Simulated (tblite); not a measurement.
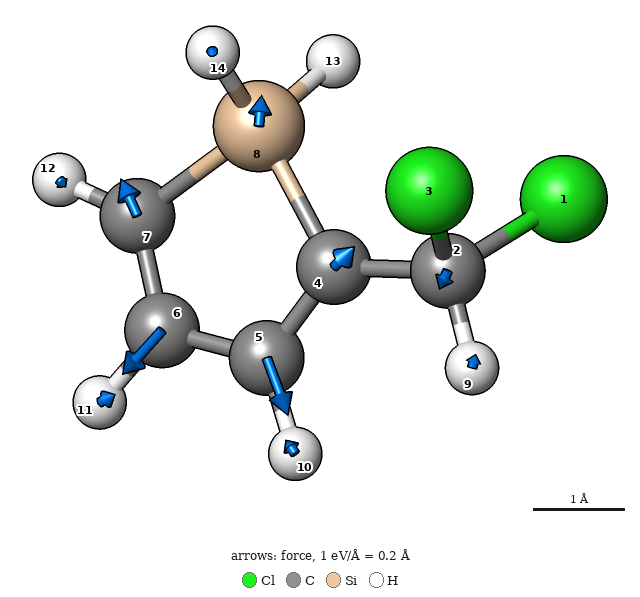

Starting geometry of C5H6Cl2Si with the computed forces as blue arrows. The picture is a ball-and-stick view, seen at a tilt.

Computed with GFN2-xTB geometry optimisation, gas phase (tblite). 

> Is this structure relaxed? If not, where do the atoms go?

It isn't relaxed: the largest force vector, on C6, is 3.55 eV/Å. The final displacements follow the starting forces only in part (cosine between the two patterns 0.42). The atom that moves furthest after the best rigid fit is H13 (0.11 Å). Largest moves by element: H 0.11 Å, Cl 0.10 Å, Si 0.09 Å, C 0.04 Å. Some distances before and after: C4–Si8 1.841 → 1.900 Å, C5–C6 1.406 → 1.453 Å, C5–H10 1.123 → 1.081 Å, C7–Si8 1.853 → 1.888 Å. Bond angles that change, for instance: C4–C2–H9 108.9° → 114.1°, C2–C4–C5 128.7° → 123.6°, C7–C6–H11 119.6° → 124.4°. The energy falls by 32.3 kJ/mol in 33 geometry steps. Cost: 0.24 s on 1 thread of Intel(R) Xeon(R) 6975P-C, on a shared host.
